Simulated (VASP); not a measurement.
Band structure of NiAl (space group Pm-3m). All values below come from PBE GGA, VASP's PBE PAW potentials (set 64) (plane waves; VASP 6.6.1).

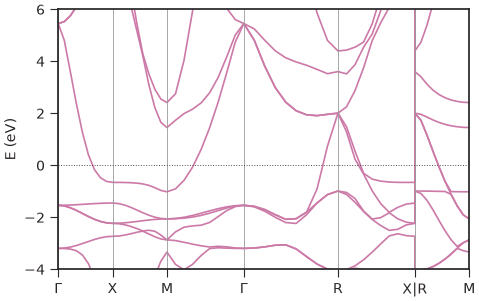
Figure: Bands along high-symmetry lines, zero at the valence-band maximum or, without a gap, the Fermi level

Problem. Read the plot: is there a gap, and where are the band edges?

Solution. It has no gap at this level: it comes out as a metal or semimetal.

The structure is a typed NiAl crystal. The cell was not relaxed at this level. The run is not spin-polarised, so no magnetic state was tried. The electron count is odd and the run is not spin-polarised, which forces a metal.
